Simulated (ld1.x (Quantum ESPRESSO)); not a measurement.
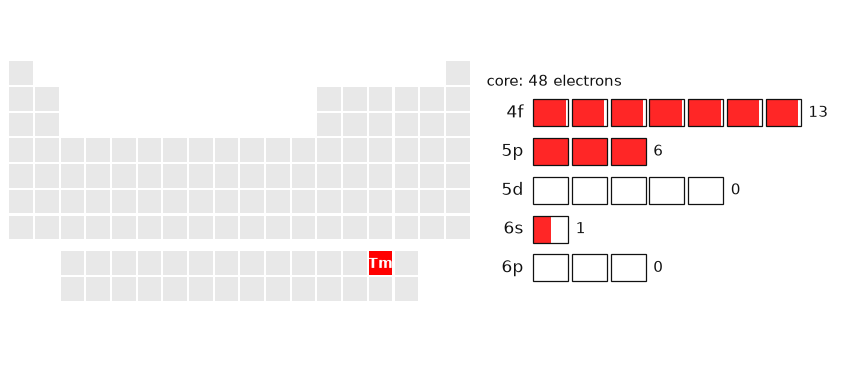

**Figure 1.** Left, the place of thulium in the periodic table; right, the valence shells of the reference configuration: a box for each of the 2l + 1 orbitals, shaded by the share of the shell that is filled, with the electron count at the right.

# Pseudopotential generation: Tm (part 1 of 2)

System: thulium (Tm, Z = 69), core [Kr] 4d10 5s2, reference valence 4f13 5p6 5d0 6s1 6p0 (an ion of charge +1), valence charge 21.
Method: TM potential, PBE, non-relativistic, made with ld1.x (Quantum ESPRESSO) 7.5.

**Input file**
```
 &input
   title='Tm', zed=69., rel=0, dft='PBE', iswitch=3,
   config='[Xe] 4f13 5d0 6s1 6p0',
   nld=4, rlderiv=3.85, eminld=-4.0, emaxld=5.0, deld=0.02
 /
 &inputp
   pseudotype=2, tm=.true., lloc=1,
   nlcc=.false.,
   file_pseudopw='Tm.UPF', file_wfcaegen='ae.wfc', file_wfcncgen='nc.wfc', file_beta='beta', file_chi='chi'
 /
4
6S  1  0   1.00   0.00  3.55  3.55  0.0
5D  3  2   0.00   0.00  1.85  1.85  0.0
4F  4  3  13.00   0.00  0.55  0.55  0.0
5P  2  1   6.00   0.00  1.60  1.60  0.0
 &test
   configts(1)='4f13 5p6 5d0 6s1 6p0'
 /
```

**Input of the test run**
```
 &input
   title='Tm', zed=69., rel=0, dft='PBE', iswitch=2,
   config='[Xe] 4f13 5d0 6s1 6p0'
 /
 &test
   file_pseudo='Tm.UPF', nconf=8,
   configts(1)='4f13 5p6 5d0 6s1 6p0',
   configts(2)='4f13 5p6 5d0 6s2 6p0',
   configts(3)='4f13 5p6 5d0 6s0 6p0',
   configts(4)='4f12 5p6 5d0 6s0 6p0',
   configts(5)='4f12 5p6 5d1 6s1 6p0',
   configts(6)='4f13 5p6 5d1 6s0 6p0',
   configts(7)='4f13 5p6 5d0 6s0 6p1',
   configts(8)='4f13 5p6 5d1 6s1 6p0'
 /
```

Command:
```bash
ld1.x < Tm.in > Tm.out
```

**The program's output**
```
     Program LD1 v.7.5
     --------------------------- All-electron run ----------------------------

     Tm

     atomic number is 69.00
     dft =PBE   lsd =0 sic =0 latt =0  beta=0.20 tr2=1.0E-14
     Exchange-correlation= PBE
                           (   1   4   3   4   0   0   0)
     mesh =1269 r(mesh) = 101.07810 a.u. xmin = -7.00 dx = 0.01250
     1 Ry =  13.60569312 eV

     n l     nl                  e(Ry)          e(Ha)          e(eV)
     1 0     1S 1( 2.00)     -4048.6841     -2024.3421    -55085.1538
     2 0     2S 1( 2.00)      -655.0036      -327.5018     -8911.7774
     2 1     2P 1( 6.00)      -625.6690      -312.8345     -8512.6610
     3 0     3S 1( 2.00)      -146.3240       -73.1620     -1990.8392
     3 1     3P 1( 6.00)      -132.9877       -66.4938     -1809.3892
     4 0     4S 1( 2.00)       -28.2738       -14.1369      -384.6840
     4 1     4P 1( 6.00)       -22.8856       -11.4428      -311.3740
     3 2     3D 1(10.00)      -108.1411       -54.0706     -1471.3348
     5 0     5S 1( 2.00)        -3.7585        -1.8792       -51.1364
     5 1     5P 1( 6.00)        -2.3563        -1.1782       -32.0596
     4 2     4D 1(10.00)       -13.1772        -6.5886      -179.2851
     4 3     4F 1(13.00)        -1.0155        -0.5078       -13.8170
     5 2     5D 1( 0.00)        -0.5288        -0.2644        -7.1948
     6 0     6S 1( 1.00)        -0.6222        -0.3111        -8.4655
     6 1     6P 1( 0.00)        -0.4064        -0.2032        -5.5292

     final scf error:  2.8E-15 reached in  30 iterations

     Etot =  -25887.390017 Ry,  -12943.695008 Ha, -352215.884323 eV

     Ekin =   25880.124409 Ry,   12940.062205 Ha,  352117.030699 eV
     Encl =  -61583.900739 Ry,  -30791.950369 Ha, -837891.654771 eV
     Eh   =   10361.540151 Ry,    5180.770075 Ha,  140975.935574 eV
     Exc  =    -545.153838 Ry,    -272.576919 Ha,   -7417.195825 eV

     normalization and overlap integrals

     s(1S/1S) =  1.000000  <r> =   0.0220  <r2> =    0.0006  r(max) =   0.0145
     s(2S/2S) =  1.000000  <r> =   0.0931  <r2> =    0.0102  r(max) =   0.0793
     s(2P/2P) =  1.000000  <r> =   0.0789  <r2> =    0.0075  r(max) =   0.0618
     s(3S/3S) =  1.000000  <r> =   0.2383  <r2> =    0.0647  r(max) =   0.2211
     s(3P/3P) =  1.000000  <r> =   0.2282  <r2> =    0.0602  r(max) =   0.2077
     s(4S/4S) =  1.000000  <r> =   0.5362  <r2> =    0.3243  r(max) =   0.4983
     s(4P/4P) =  1.000000  <r> =   0.5469  <r2> =    0.3401  r(max) =   0.5045
     s(3D/3D) =  1.000000  <r> =   0.2011  <r2> =    0.0474  r(max) =   0.1638
     s(5S/5S) =  1.000000  <r> =   1.3407  <r2> =    2.0258  r(max) =   1.1804
     s(5P/5P) =  1.000000  <r> =   1.5240  <r2> =    2.6478  r(max) =   1.3046
     s(4D/4D) =  1.000000  <r> =   0.5740  <r2> =    0.3824  r(max) =   0.5045
     s(4F/4F) =  1.000000  <r> =   0.7634  <r2> =    0.7838  r(max) =   0.4860
     s(5D/5D) =  1.000000  <r> =   2.6863  <r2> =    8.7897  r(max) =   1.8982
     s(6S/6S) =  1.000000  <r> =   3.8603  <r2> =   16.7668  r(max) =   3.3733
     s(6P/6P) =  1.000000  <r> =   4.8080  <r2> =   26.0317  r(max) =   4.1720

     ------------------------ End of All-electron run ------------------------

     --------------------- Generating NC pseudopotential ---------------------

      Generating local pot.: lloc=1, matching radius rcloc =   1.6000

      Wfc   6S  rcut= 3.546  Using Troullier-Martins method

      Wfc   5D  rcut= 1.851  Using Troullier-Martins method

      Wfc   4F  rcut= 0.544  Using Troullier-Martins method

     ------------------- End of pseudopotential generation -------------------

     --------------------------- All-electron run ----------------------------

     Tm

     atomic number is 69.00
     dft =PBE   lsd =0 sic =0 latt =0  beta=0.20 tr2=1.0E-14
     Exchange-correlation= PBE
                           (   1   4   3   4   0   0   0)
     mesh =1269 r(mesh) = 101.07810 a.u. xmin = -7.00 dx = 0.01250
     1 Ry =  13.60569312 eV

     n l     nl                  e(Ry)          e(Ha)          e(eV)
     1 0     1S 1( 2.00)     -4048.6841     -2024.3421    -55085.1538
     2 0     2S 1( 2.00)      -655.0036      -327.5018     -8911.7774
     2 1     2P 1( 6.00)      -625.6690      -312.8345     -8512.6610
     3 0     3S 1( 2.00)      -146.3240       -73.1620     -1990.8392
     3 1     3P 1( 6.00)      -132.9877       -66.4938     -1809.3892
     4 0     4S 1( 2.00)       -28.2738       -14.1369      -384.6840
     4 1     4P 1( 6.00)       -22.8856       -11.4428      -311.3740
     3 2     3D 1(10.00)      -108.1411       -54.0706     -1471.3348
     5 0     5S 1( 2.00)        -3.7585        -1.8792       -51.1364
     5 1     5P 1( 6.00)        -2.3563        -1.1782       -32.0596
     4 2     4D 1(10.00)       -13.1772        -6.5886      -179.2851
     4 3     4F 1(13.00)        -1.0155        -0.5078       -13.8170
     5 2     5D 1( 0.00)        -0.5288        -0.2644        -7.1948
     6 0     6S 1( 1.00)        -0.6222        -0.3111        -8.4655
     6 1     6P 1( 0.00)        -0.4064        -0.2032        -5.5292

     final scf error:  2.8E-15 reached in  30 iterations

     Etot =  -25887.390017 Ry,  -12943.695008 Ha, -352215.884323 eV

     Ekin =   25880.124409 Ry,   12940.062205 Ha,  352117.030699 eV
     Encl =  -61583.900739 Ry,  -30791.950369 Ha, -837891.654771 eV
     Eh   =   10361.540151 Ry,    5180.770075 Ha,  140975.935574 eV
     Exc  =    -545.153838 Ry,    -272.576919 Ha,   -7417.195825 eV

     normalization and overlap integrals

     s(1S/1S) =  1.000000  <r> =   0.0220  <r2> =    0.0006  r(max) =   0.0145
     s(2S/2S) =  1.000000  <r> =   0.0931  <r2> =    0.0102  r(max) =   0.0793
     s(2P/2P) =  1.000000  <r> =   0.0789  <r2> =    0.0075  r(max) =   0.0618
     s(3S/3S) =  1.000000  <r> =   0.2383  <r2> =    0.0647  r(max) =   0.2211
     s(3P/3P) =  1.000000  <r> =   0.2282  <r2> =    0.0602  r(max) =   0.2077
     s(4S/4S) =  1.000000  <r> =   0.5362  <r2> =    0.3243  r(max) =   0.4983
     s(4P/4P) =  1.000000  <r> =   0.5469  <r2> =    0.3401  r(max) =   0.5045
     s(3D/3D) =  1.000000  <r> =   0.2011  <r2> =    0.0474  r(max) =   0.1638
     s(5S/5S) =  1.000000  <r> =   1.3407  <r2> =    2.0258  r(max) =   1.1804
     s(5P/5P) =  1.000000  <r> =   1.5240  <r2> =    2.6478  r(max) =   1.3046
     s(4D/4D) =  1.000000  <r> =   0.5740  <r2> =    0.3824  r(max) =   0.5045
     s(4F/4F) =  1.000000  <r> =   0.7634  <r2> =    0.7838  r(max) =   0.4860
     s(5D/5D) =  1.000000  <r> =   2.6863  <r2> =    8.7897  r(max) =   1.8982
     s(6S/6S) =  1.000000  <r> =   3.8603  <r2> =   16.7668  r(max) =   3.3733
     s(6P/6P) =  1.000000  <r> =   4.8080  <r2> =   26.0317  r(max) =   4.1720

     ------------------------ End of All-electron run ------------------------

     Computing logarithmic derivative in   3.84650
     Message from routine run_pseudo:
     Warning: convergence not achieved
     Computing logarithmic derivative in   3.84650
     Computing the partial wave expansion
     R is outside the sphere for l=    0 j= 0.00
       no projector for channel:   1
     R is outside the sphere for l=    2 j= 0.00
     R is outside the sphere for l=    3 j= 0.00

     ---------------------- Testing the pseudopotential ----------------------

     Tm

     atomic number is 69.00   valence charge is 21.00
     dft =PBE   lsd =0 sic =0 latt =0  beta=0.20 tr2=1.0E-14
     mesh =1269 r(mesh) = 101.07810 xmin = -7.00 dx = 0.01250

     n l     nl             e AE (Ry)        e PS (Ry)    De AE-PS (Ry)
     4 3     4F   1(13.00)       -1.01553       -1.01553       -0.00000
     2 1     5P   1( 6.00)       -2.35634       -2.35634        0.00000
     3 2     5D   1( 0.00)       -0.52881       -0.52881        0.00000
     1 0     6S   1( 1.00)       -0.62220       -0.62220        0.00000
     3 1     6P   1( 0.00)       -0.40639       -0.40748        0.00109

     eps = 7.6E-12  iter =201

     Etot =  -25887.390017 Ry,  -12943.695008 Ha, -352215.884323 eV
     Etotps =  -367.627521 Ry,    -183.813761 Ha,   -5001.827238 eV

     Ekin =     677.207223 Ry,     338.603612 Ha,    9213.873660 eV
     Encl =    -734.385734 Ry,    -367.192867 Ha,   -9991.826932 eV
     Ehrt =     350.812592 Ry,     175.406296 Ha,    4773.048470 eV
     Ecxc =     -36.636467 Ry,     -18.318234 Ha,    -498.464530 eV
     Epseu=    -624.625135 Ry,    -312.312568 Ha,   -8498.457906 eV

     ---------------------- End of pseudopotential test ----------------------
```

**Output of the test run (extracts)**
```
     ---------------------- Testing the pseudopotential ----------------------

     Tm

     atomic number is 69.00   valence charge is 21.00
     dft =PBE   lsd =0 sic =0 latt =0  beta=0.20 tr2=1.0E-14
     mesh =1269 r(mesh) = 101.07810 xmin = -7.00 dx = 0.01250

     n l     nl             e AE (Ry)        e PS (Ry)    De AE-PS (Ry)
     4 3     4F   1(13.00)       -1.01553       -1.01553       -0.00000
     2 1     5P   1( 6.00)       -2.35634       -2.35634        0.00000
     3 2     5D   1( 0.00)       -0.52881       -0.52881       -0.00000
     1 0     6S   1( 1.00)       -0.62220       -0.62220       -0.00000
     3 1     6P   1( 0.00)       -0.40639       -0.40748        0.00109

     eps = 1.3E-11  iter =201

     Etot =  -25887.390021 Ry,  -12943.695010 Ha, -352215.884376 eV
     Etotps =  -367.627521 Ry,    -183.813761 Ha,   -5001.827238 eV

     Ekin =     677.207223 Ry,     338.603612 Ha,    9213.873661 eV
     Encl =    -734.385734 Ry,    -367.192867 Ha,   -9991.826933 eV
     Ehrt =     350.812592 Ry,     175.406296 Ha,    4773.048471 eV
     Ecxc =     -36.636467 Ry,     -18.318234 Ha,    -498.464530 eV
     Epseu=    -624.625135 Ry,    -312.312568 Ha,   -8498.457907 eV

     ---------------------- End of pseudopotential test ----------------------

     ---------------------- Testing the pseudopotential ----------------------

     Tm

     atomic number is 69.00   valence charge is 21.00
     dft =PBE   lsd =0 sic =0 latt =0  beta=0.20 tr2=1.0E-14
     mesh =1269 r(mesh) = 101.07810 xmin = -7.00 dx = 0.01250

     n l     nl             e AE (Ry)        e PS (Ry)    De AE-PS (Ry)
     4 3     4F   1(13.00)       -0.54844       -0.54538       -0.00305
     2 1     5P   1( 6.00)       -1.89023       -1.88584       -0.00439
     3 2     5D   1( 0.00)       -0.11288       -0.11072       -0.00216
     1 0     6S   1( 2.00)       -0.26291       -0.26162       -0.00129
     3 1     6P   1( 0.00)       -0.09692       -0.02907       -0.06784  !

     eps = 6.1E-15  iter = 35

     Etot =  -25887.828678 Ry,  -12943.914339 Ha, -352221.852616 eV
     Etotps =  -368.065679 Ry,    -184.032840 Ha,   -5007.788681 eV
     dEtot_ae =      -0.438658 Ry
     dEtot_ps =      -0.438158 Ry,   Delta E=      -0.000500 Ry

     Ekin =     676.863485 Ry,     338.431743 Ha,    9209.196865 eV
     Encl =    -744.312058 Ry,    -372.156029 Ha,  -10126.881455 eV
     Ehrt =     360.373200 Ry,     180.186600 Ha,    4903.127171 eV
     Ecxc =     -36.922289 Ry,     -18.461144 Ha,    -502.353329 eV
     Epseu=    -624.068017 Ry,    -312.034009 Ha,   -8490.877932 eV

     ---------------------- End of pseudopotential test ----------------------

     ---------------------- Testing the pseudopotential ----------------------

     Tm

     atomic number is 69.00   valence charge is 21.00
     dft =PBE   lsd =0 sic =0 latt =0  beta=0.20 tr2=1.0E-14
     mesh =1269 r(mesh) = 101.07810 xmin = -7.00 dx = 0.01250

     n l     nl             e AE (Ry)        e PS (Ry)    De AE-PS (Ry)
     4 3     4F   1(13.00)       -1.56637       -1.55350       -0.01287  !
     2 1     5P   1( 6.00)       -2.90347       -2.89738       -0.00609  !
     3 2     5D   1( 0.00)       -1.01688       -1.01324       -0.00363
     1 0     6S   1( 0.00)       -1.01490       -1.01167       -0.00322
     3 1     6P   1( 0.00)       -0.73721       -0.73758        0.00037

     eps = 2.6E-15  iter = 20

     Etot =  -25886.569299 Ry,  -12943.284649 Ha, -352204.717887 eV
     Etotps =  -366.807962 Ry,    -183.403981 Ha,   -4990.676567 eV
     dEtot_ae =       0.820722 Ry
     dEtot_ps =       0.819559 Ry,   Delta E=       0.001163 Ry

     Ekin =     677.412012 Ry,     338.706006 Ha,    9216.659957 eV
     Encl =    -723.014908 Ry,    -361.507454 Ha,   -9837.118955 eV
     Ehrt =     340.301084 Ry,     170.150542 Ha,    4630.032115 eV
     Ecxc =     -36.364000 Ry,     -18.182000 Ha,    -494.757428 eV
     Epseu=    -625.142150 Ry,    -312.571075 Ha,   -8505.492256 eV

     ---------------------- End of pseudopotential test ----------------------
```

(Continued in part 2.) Outcome of the run: generated, with a ghost state; 4f isn't converged at 400 Ry in the Bessel test.
